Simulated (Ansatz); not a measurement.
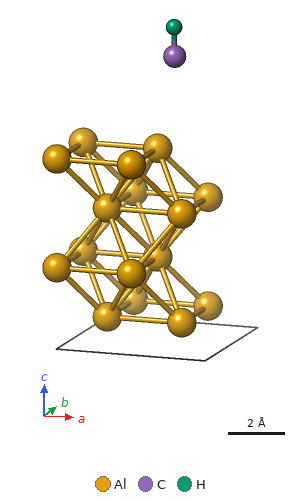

Starting frame of a dynamics run of CH on Al(100) (18 atoms in the cell). A ball-and-stick model of the simulation cell, with the vacuum cut short, seen slightly off an axis. Bonds to atoms that aren't drawn are left out.

Method: Ansatz 0.2.0, DFT PBEsol, scalar-relativistic, plane waves, PAW.

The input:
```yaml
accuracy: low
crystal:
  lattice:
    - [5.727565, 0.0, 0.0]
    - [0.0, 5.727565, 0.0]
    - [0.0, 0.0, 21.075]
  atoms:
    - { symbol: Al, position: [0.25, 0.25, 0.0474496] }
    - { symbol: Al, position: [0.75, 0.25, 0.0474496] }
    - { symbol: Al, position: [0.25, 0.75, 0.0474496] }
    - { symbol: Al, position: [0.75, 0.75, 0.0474496] }
    - { symbol: Al, position: [0.0, 0.0, 0.143535] }
    - { symbol: Al, position: [0.5, 0.0, 0.143535] }
    - { symbol: Al, position: [0.0, 0.5, 0.143535] }
    - { symbol: Al, position: [0.5, 0.5, 0.143535] }
    - { symbol: Al, position: [0.25, 0.25, 0.2396204] }
    - { symbol: Al, position: [0.75, 0.25, 0.2396204] }
    - { symbol: Al, position: [0.25, 0.75, 0.2396204] }
    - { symbol: Al, position: [0.75, 0.75, 0.2396204] }
    - { symbol: Al, position: [0.0, 0.0, 0.3357058] }
    - { symbol: Al, position: [0.5, 0.0, 0.3357058] }
    - { symbol: Al, position: [0.0, 0.5, 0.3357058] }
    - { symbol: Al, position: [0.5, 0.5, 0.3357058] }
    - { symbol: C, position: [0.6698151, 0.3426868, 0.5106808] }
    - { symbol: H, position: [0.6682753, 0.334094, 0.5628753] }
basis:
  ecutwfc: 420.0
kpoints:
  mp_grid: { grid: [3, 3, 1] }
hamiltonian:
  xc: pbesol
scf:
  occupations: { method: fermi_dirac, width: 0.15 }
  lower_state_search: "off"
md:
  timestep: 0.5
  n_steps: 120
  ensemble: nve
  initial_velocities: zero
  seed: 604545
  initial_site_velocities:
    - { site: 16, velocity: [0.004164, 0.0, -0.01144] }
    - { site: 17, velocity: [0.004164, 0.0, -0.01144] }
  constraints: [{ sites: [0, 1, 2, 3] }]
```

Command:
```bash
ansatz run input.yaml --threads 1 --pin off --max-ram 3072MiB --backend cpu --events-out ev --progress --plain --runs-dir out
```

Question: Predict how the run goes.

Answer: Over the second half the temperature averages 781 K (spread ±486 K). It is well above the start because potential energy is released as heat. The potential energy is still drifting at the end, so the run hasn't reached equilibrium. The potential energy in the second half lies on average 72.9 meV per atom below the first frame. Root-mean-square distances from the starting positions over the second half, with the common drift of all atoms taken out: H 1.20 Å, C 1.10 Å, Al 0.05 Å. The run lasts only 60 fs, too short to tell vibration from diffusion. The total energy stays between −0.019 and 0.0094 meV per atom of its start. A straight-line fit has a slope that amounts to +0.0095 meV per atom over 60 fs (under 0.1 % of the mean kinetic energy), and the ripple about it is under 0.1 % of the kinetic energy's fluctuation. With a drift under 2 % and a ripple under 7 %, the integration is accurate.

Along the run (each row but the first and the last is the mean over the interval that it begins):

```tsv
time (fs)	potential energy (meV/atom)	T (K)
0.0	0.0	55
6.0	-3.5	90
12.0	-6.5	120
18.0	-10.5	160
24.0	-15.9	213
30.0	-23.5	289
36.0	-35.5	409
42.0	-55.7	609
48.0	-91.1	962
54.0	-149.1	1538
60.0	-190.0	1945
```

The paths of the atoms:

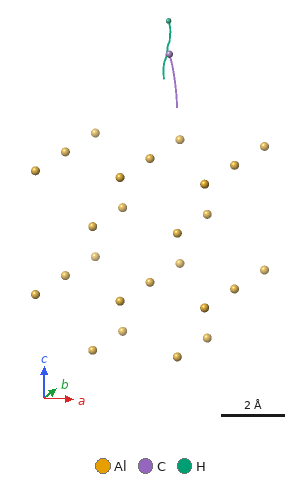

Limits of the set-up: the program's low-accuracy preset was used; the periodic images lie only 5.7 Å apart, so the values are limited by the cell's size.
